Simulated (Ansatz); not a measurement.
**C$_{2}$H$_{2}$F$_{2}$Te: density, localisation and related maps**

Input

```
crystal:
  periodic: [false, false, false]
  atoms:
    - symbol: C
      position_ang: [-0.549421, 3.664419, -1.031084]
    - symbol: C
      position_ang: [-0.911423, 2.993494, 0.220469]
    - symbol: F
      position_ang: [-1.159797, 3.280873, -2.169906]
    - symbol: F
      position_ang: [0.752050, 3.912400, -1.278589]
    - symbol: Te
      position_ang: [-1.655692, 5.133836, 0.300531]
    - symbol: H
      position_ang: [-0.097682, 2.791273, 0.932462]
    - symbol: H
      position_ang: [-1.724506, 2.254080, 0.173805]
basis:
  gaussian: {orbitals: def2-TZVPD}
hamiltonian: {xc: {name: PBE0}}
output: {forces: true, orbitals: {seedname: orbitals}}
```

Launched as:

```sh
ansatz run input.yaml --threads 1 --pin off --max-ram 2610MiB --events-out events.jsonl --progress --plain --runs-dir runs
```

Geometry: BLYP-D3(BJ)/def2-SVP; core potentials replace the inner electrons of Te.

All numbers below come from isolated molecule in a Gaussian basis; Kohn-Sham density functional theory, functional PBE0 (Ansatz).

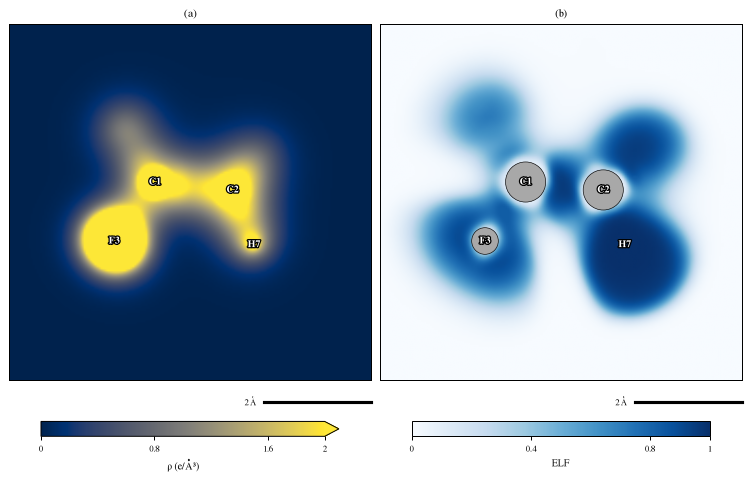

Figure 1. (a) electron density; (b) ELF on the plane of atoms C1, C2 and H7. Grey discs cover the atomic cores in the ELF map.

> What does the map show?

Atoms in the plane: C, F and H. C–F (1.35 Å): ρ is about 2.3 e/Å³ halfway, with its minimum of 1.9 e/Å³ about 0.5 Å from C; the ELF peaks at about 0.85 between the atoms (a polar covalent bond). C–C (1.47 Å): ρ at the midpoint is about 1.9 e/Å³; the ELF peaks at about 0.95 between the atoms; a shared electron pair. C–H (1.10 Å): the density is about 2 e/Å³ at the midpoint; the ELF climbs to about 1 towards the hydrogen, as it does in any bond to H; a covalent bond by its length. The ELF also peaks beside F3, away from the bonds: lone-pair regions.

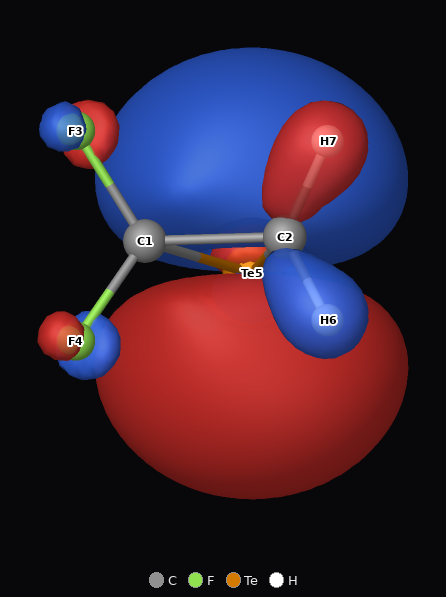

Figure 2. One frontier orbital at ±0.08 Å⁻³ᐟ² (red and blue are the two phases), seen from one side.

> Which orbital is it: HOMO or LUMO?

The HOMO, at −6.37 eV. By Hirshfeld shares it lies mainly on Te5 (about 90 %).
